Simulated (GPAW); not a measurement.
**MnGe3 (Ge8x111 Mn2 nn): which magnetic order is lowest**

A self-consistent run ends on one state, which hangs on the start. Several orders of MnGe3 (Ge8x111 Mn2 nn) are started in GPAW and their energies compared.

Program: GPAW 26.7.0. Level of theory: PBE; plane waves with GPAW's PAW setups, scalar-relativistic. Results are calculated unless marked as measured.

## Step 1: The structure

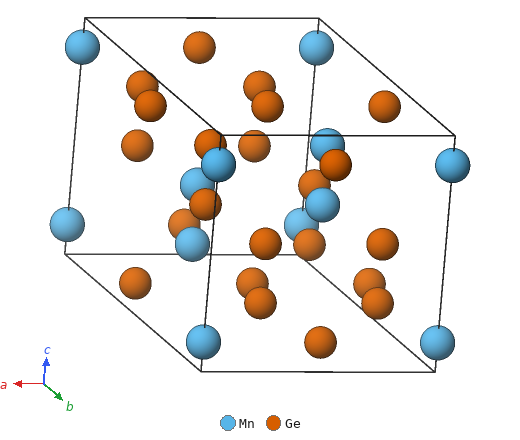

The cell as given, from a free direction (manganese blue, germanium orange). This picture shows the conventional cell, with its axes. Some periodic images of atoms are drawn too.

The cell is a made-up one and need not be a known phase.

## Step 2: Run 1 (ferro ++)

Parallel moments need no larger cell; this start tests for a ferromagnetic state only.

Input file order1.py:

```python
import json
import numpy as np
from ase import Atoms
from ase.parallel import paropen, parprint
from gpaw import GPAW

atoms = Atoms(['Mn', 'Mn', 'Ge', 'Ge', 'Ge', 'Ge', 'Ge', 'Ge'],
    cell=[[5.658, 0.0, 0.0],
         [0.0, 5.658, 0.0],
         [0.0, 0.0, 5.658]],
    scaled_positions=[[0.0, 0.0, 0.0],
         [0.25, 0.25, 0.25],
         [0.0, 0.5, 0.5],
         [0.25, 0.75, 0.75],
         [0.5, 0.0, 0.5],
         [0.75, 0.25, 0.75],
         [0.5, 0.5, 0.0],
         [0.75, 0.75, 0.25]],
    pbc=True,
    magmoms=[4.5, 4.5, 0.0, 0.0, 0.0, 0.0, 0.0, 0.0])
atoms.calc = GPAW(mode={'name': 'pw', 'ecut': 450},
    xc='PBE',
    kpts={'size': (5, 5, 5), 'gamma': True},
    occupations={'name': 'fermi-dirac', 'width': 0.05},
    convergence={'density': 1e-05, 'energy': 1e-05},
    maxiter=200,
    mixer={'name': 'pulay', 'beta': 0.05, 'nmaxold': 6, 'weight': 50},
    symmetry={'tolerance': 1e-4},
    txt='order1.txt')
e = atoms.get_potential_energy(force_consistent=True)
res = {'free_energy': e, 'energy_sigma0': atoms.get_potential_energy(), 'fermi_energy': atoms.calc.get_fermi_level()}
res['moments'] = atoms.get_magnetic_moments().tolist()
res['total'] = atoms.get_magnetic_moment()
parprint('site moments (muB):', np.round(res['moments'], 3))
parprint(f"total moment: {res['total']:.3f} muB")
parprint(f'free energy: {e:.6f} eV')
atoms.calc.write('order1.gpw')
with paropen('results.json', 'w') as f:
    json.dump(res, f)
```

Run with:

```sh
OMP_NUM_THREADS=1 mpirun -n 4 gpaw python order1.py > order1.log
```

Numbers of over 12 decimals in the logs are rounded to 6 here.

Output:

```text
site moments (muB): [ 2.97   2.97  -0.043 -0.043 -0.043 -0.043 -0.043 -0.043]
total moment: 6.035 muB
free energy: -42.423554 eV

--- order1.txt ---
Input parameters:
  mode=PW(ecut=450),
  convergence={'density': 1e-05, 'energy': 1e-05},
  kpts=MonkhorstPack(size=(5, 5, 5), gamma=True),
  maxiter=200,
  mixer=Pulay(name='pulay', nmaxold=6, beta=0.05, weight=50, sigma=0.015, g_ss=None),
  occupations=Occupations(name='fermi-dirac', width=0.05),
  symmetry=Symmetry(tolerance=0.0001),
  xc=XC(name='PBE')

Diagonalizing LCAO Hamiltonian
Converting LCAO to pw mode
    .-------------.
   /|             |
  / |  Ge         |
 *  |             |
 |  |       Ge    |
 | Ge             |
 |  |   Ge    Ge  |
 |  .-------------.
 | / Mn  Ge      /
 |/             /
 Mn------------*

Atoms  # Å, Bohr magnetons
|   | symbol |        x |        y |        z |    initial magnetic moments |
|---|--------|----------|----------|----------|-----------------------------|
| 0 |     Mn | 0.000000 | 0.000000 | 0.000000 | ( 0.0000,  0.0000,  4.5000) |
| 1 |     Mn | 1.414500 | 1.414500 | 1.414500 | ( 0.0000,  0.0000,  4.5000) |
| 2 |     Ge | 0.000000 | 2.829000 | 2.829000 | ( 0.0000,  0.0000,  0.0000) |
| 3 |     Ge | 1.414500 | 4.243500 | 4.243500 | ( 0.0000,  0.0000,  0.0000) |
| 4 |     Ge | 2.829000 | 0.000000 | 2.829000 | ( 0.0000,  0.0000,  0.0000) |
| 5 |     Ge | 4.243500 | 1.414500 | 4.243500 | ( 0.0000,  0.0000,  0.0000) |
| 6 |     Ge | 2.829000 | 2.829000 | 0.000000 | ( 0.0000,  0.0000,  0.0000) |
| 7 |     Ge | 4.243500 | 4.243500 | 1.414500 | ( 0.0000,  0.0000,  0.0000) |

Unit cell  # Å
| periodic |        x |        y |        z |  lengths |    angles |
|----------|----------|----------|----------|----------|-----------|
|      yes | 5.658000 | 0.000000 | 0.000000 | 5.658000 | 90.000000 |
|      yes | 0.000000 | 5.658000 | 0.000000 | 5.658000 | 90.000000 |
|      yes | 0.000000 | 0.000000 | 5.658000 | 5.658000 | 90.000000 |

Number of symmetries: 6

BZ-sampling:
  Number of BZ points: 125
  Number of IBZ points: 19

  Monkhorst-Pack size: [5, 5, 5]
  Monkhorst-Pack shift: [0, 0, 0]

K-points  # in reciprocal-cell coordinates
|     |                                coordinates |     weight |
|-----|--------------------------------------------|------------|
|   0 | (  0.00000000,   0.00000000,   0.00000000) | 0.00800000 |
|   1 | (  0.20000000,   0.00000000,  -0.20000000) | 0.04800000 |
|   2 | (  0.20000000,   0.00000000,   0.00000000) | 0.04800000 |
|   3 | (  0.20000000,   0.20000000,  -0.20000000) | 0.04800000 |
|   4 | (  0.20000000,   0.20000000,   0.00000000) | 0.04800000 |
|   5 | (  0.20000000,   0.20000000,   0.20000000) | 0.01600000 |
|   6 | (  0.40000000,  -0.20000000,  -0.20000000) | 0.04800000 |
|   7 | (  0.40000000,   0.00000000,  -0.40000000) | 0.04800000 |
|   8 | (  0.40000000,   0.00000000,  -0.20000000) | 0.09600000 |
|   9 | (  0.40000000,   0.00000000,   0.00000000) | 0.04800000 |
| ... |                                            |            |
|  18 | (  0.40000000,   0.40000000,   0.40000000) | 0.01600000 |

Plane wave coefficients: 3950
Cutoff: 450.000000 eV

Spin-components: 2 (collinear spins)
Bands:           42
Projectors:      42
Spin-degeneracy: 1
Datatype:        complex128

Parallelization:
  kpt:    4
  domain: 1
  band:   1

Density:
  Valence electrons: 54.0
  Components: 2
  Grid points: [28 28 28]
  Charge: 0.0  # |e|

Potential:
  Grid points: [28 28 28]

species:
  Mn:
    name:    Manganese
    Z:       25.0
    valence: 15
    core:    10
    charge:  0.0  # [|e|]
    compensation charges:
      type: gauss
      rc: 0.38  # [Å]
      lmax: 2
    cutoffs:
      filter: 2.14  # [Å]
      core: 0.86  # [Å]
    projectors
    | kind |    occ | energy [eV] | rcut [Å] |
    |------|--------|-------------|----------|
    |   3s |  2.000 |     -85.859 |    1.275 |
    |   4s |  2.000 |      -5.106 |    1.275 |
    |   3p |  6.000 |     -54.597 |    1.281 |
    |   4p |  0.000 |      -1.371 |    1.281 |
    |   3d |  5.000 |      -6.771 |    1.138 |
    |    d |        |      20.441 |    1.138 |

    Using partial waves for Mn as LCAO basis

  Ge:
    name:    Germanium
    Z:       32.0
    valence: 4
    core:    28
    charge:  0.0  # [|e|]
    compensation charges:
      type: gauss
      rc: 0.32  # [Å]
      lmax: 2
    cutoffs:
      filter: 1.77  # [Å]
      core: 3.42  # [Å]
    projectors
    | kind |    occ | energy [eV] | rcut [Å] |
    |------|--------|-------------|----------|
    |   4s |  2.000 |     -11.726 |    1.005 |
    |   4p |  2.000 |      -3.896 |    1.005 |
    |    s |        |      15.485 |    1.005 |
    |    p |        |      23.315 |    1.005 |
    |    d |        |       0.000 |    1.005 |

    Using partial waves for Ge as LCAO basis

Reference energy: -405614.003261  # eV

eigensolver:
  PPCG
  Converge bands: occupied
  niter=2

density mixing:
  Pulay-Mixer
  Linear mixing parameters: 0.05
  Old densities: 6
  Fourier metric: weight=50, sigma=0.015

occupation numbers:
  Fermi-Dirac:
    width: 0.0500  # eV

poisson solver:
  ecut: 3600.000000  # eV

xc functional:
  name: PBE with 2 nearest neighbor stencil

convergence criteria:
- Maximum integral of absolute [dens]ity change: 1e-05 electrons / valence electron
- Maximum [total energy] change in last 3 cyles: 1e-05 eV / valence electron
- Maximum integral of absolute [eigenst]ate change: 4e-08 eV^2 / valence electron
maximum number of iterations: 200

SCF iterations
|iter     |      energy | eigst |  dens |  magmom |
|---------|-------------|-------|-------|---------|
|iter:   1|       0s |  -42.709221 | +0.14 |       |  +9.0192|
|iter:   2|       1s |  -42.126593 | -1.52 | -0.86 |  +8.8935|
|iter:   3|       3s |  -42.021886 | -2.20 | -0.97 |  +8.7322|
|iter:   4|       4s |  -42.070673 | -2.47 | -1.05 |  +8.3811|
|iter:   5|       6s |  -42.253538 | -1.93 | -1.17 |  +7.6544|
|iter:   6|       7s |  -42.338970 | -2.44 | -1.45 |  +7.1321|
|iter:   7|       8s |  -42.333591 | -2.84 | -1.63 |  +6.9811|
|iter:   8|      10s |  -42.322120 | -3.78 | -1.82 |  +7.0864|
|iter:   9|      11s |  -42.398783 | -2.48 | -1.76 |  +6.3159|
|iter:  10|      12s |  -42.397093 | -3.83 | -2.18 |  +6.3491|
|iter:  11|      14s |  -42.407977 | -3.63 | -2.16 |  +6.1578|
|iter:  12|      15s |  -42.411431 | -3.94 | -2.45 |  +5.9885|
|iter:  13|      17s |  -42.410994 | -5.03 | -2.56 |  +6.0289|
|iter:  14|      18s |  -42.411801 | -4.37 | -2.59 |  +5.9550|
|iter:  15|      19s |  -42.411772 | -4.82 | -2.65 |  +6.0069|
|iter:  16|      21s |  -42.411845c| -5.87 | -2.96 |  +6.0039|
|iter:  17|      22s |  -42.411866c| -6.44 | -3.05 |  +6.0116|
|iter:  18|      24s |  -42.411873c| -7.00 | -3.14 |  +6.0147|
|iter:  19|      25s |  -42.411902c| -5.63 | -3.19 |  +6.0294|
|iter:  20|      26s |  -42.411902c| -7.38 | -3.66 |  +6.0300|
|iter:  21|      28s |  -42.411912c| -6.30 | -3.69 |  +6.0331|
|iter:  22|      28s |  -42.411912c| -7.65c| -4.17 |  +6.0335|
|iter:  23|      30s |  -42.411910c| -7.49c| -4.24 |  +6.0345|
|iter:  24|      30s |  -42.411910c| -8.61c| -4.47 |  +6.0345|
|iter:  25|      32s |  -42.411911c| -7.56c| -4.49 |  +6.0348|
|iter:  26|      33s |  -42.411911c| -9.01c| -4.86 |  +6.0347|
|iter:  27|      33s |  -42.411912c| -8.27c| -4.88 |  +6.0346|
|iter:  28|      34s |  -42.411912c| -8.61c| -5.28c|  +6.0346|

Converged in 28 steps
Energy contributions relative to reference atoms: (reference = -405614.003261)

Energy contributions:
  Kinetic:          87.083297
  Coulomb:         -76.394284
  Zero:              0.370747
  External:          0.000000
  Xc:              -53.460030
  Entropy:          -0.023284
  Spinorbit:         0.000000
  ----------------------------
  Free energy:     -42.423554
  Extrapolated:    -42.411912

dipole moment: (-31.102218, -31.102218, -31.102218)  # |e|*Ang

Total magnetic moment: (0.000000, 0.000000, 6.034648)

Local magnetic moments
|        x |        y |         z |
|----------|----------|-----------|
| 0.000000 | 0.000000 |  2.969620 |  # Mn   0
| 0.000000 | 0.000000 |  2.969620 |  # Mn   1
| 0.000000 | 0.000000 | -0.042626 |  # Ge   2
| 0.000000 | 0.000000 | -0.042626 |  # Ge   3
| 0.000000 | 0.000000 | -0.042626 |  # Ge   4
| 0.000000 | 0.000000 | -0.042626 |  # Ge   5
| 0.000000 | 0.000000 | -0.042626 |  # Ge   6
| 0.000000 | 0.000000 | -0.042626 |  # Ge   7

Fermi level: 4.834
Eigenvalues  # (at kpt = [0.000, 0.000, 0.000])
| band index |      eig [eV] | occ [0-1] |      eig [eV] | occ [0-1] |
|------------|---------------|-----------|---------------|-----------|
|          0 |       -75.480 |     1.000 |       -72.192 |     1.000 |
|        ... |               |           |               |           |
|         20 |         2.469 |     1.000 |         3.945 |     1.000 |
|         21 |         2.895 |     1.000 |         4.118 |     1.000 |
|         22 |         2.895 |     1.000 |         4.118 |     1.000 |
|         23 |         2.905 |     1.000 |         4.446 |     1.000 |
|         24 |         2.905 |     1.000 |         5.127 |     0.003 |
|         25 |         3.519 |     1.000 |         5.127 |     0.003 |
|         26 |         3.519 |     1.000 |         5.672 |     0.000 |
|         27 |         3.934 |     1.000 |         6.127 |     0.000 |
|         28 |         3.961 |     1.000 |         6.127 |     0.000 |
|         29 |         4.712 |     0.919 |         6.392 |     0.000 |
|         30 |         4.712 |     0.919 |         6.392 |     0.000 |
|         31 |         6.374 |     0.000 |         6.712 |     0.000 |
|         32 |         7.142 |     0.000 |         7.735 |     0.000 |
|         33 |         7.142 |     0.000 |         7.735 |     0.000 |
|         34 |         7.653 |     0.000 |         8.603 |     0.000 |
|        ... |               |           |               |           |
|         41 |        10.006 |     0.000 |        10.466 |     0.000 |

No gap
No difference between direct/indirect transitions
```

The job ended after 39 s (4 MPI ranks of AMD EPYC 9R14 (Zen 4), shared host; peak memory 0.94 GiB).

Spin moment in the augmentation sphere by atom:

```tsv
atom	spin moment in the augmentation sphere (μB)
Mn1	2.97
Mn2	2.97
Ge3	-0.04
Ge4	-0.04
Ge5	-0.04
Ge6	-0.04
Ge7	-0.04
Ge8	-0.04
```

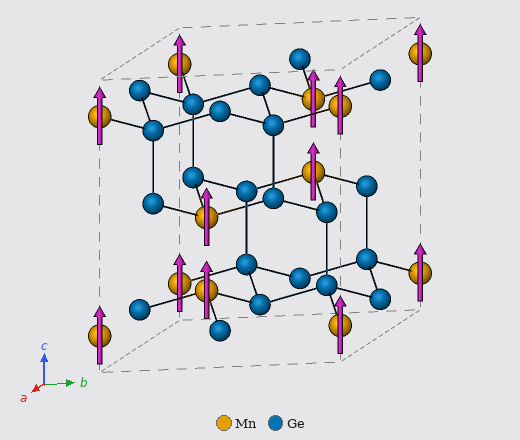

Spin moment in the augmentation sphere as arrows, the longest 2.97 μB. Up and down stand for the sign. Arrows give size and sign along the axis of quantisation, drawn up and down the page. Bonds to atoms that aren't drawn are left out. Some periodic images of atoms are drawn too.

This step gave:

```yaml
magnetization: 6.035 μB
final_state: ferromagnetic
```

After 28 cycles the largest moment stands at 2.97 μB.

[end of part 1 of 2]

[Logs and program files are shortened in this print: banners, set-up blocks, solver, clock and traceback lines can be left out without a mark of their own.]

[Logs are printed without paths, hosts, clocks, repeated set-up lines and the standing remarks that a program may print on its own settings, such as how far it seeks lower states.]

[Hosts, paths, dates, database ids (printed as entryN), source tags and the programs' standing remarks are cut or masked in the printed files.]

[Where a cell is said to come from a database of computed structures, the database is the Materials Project.]
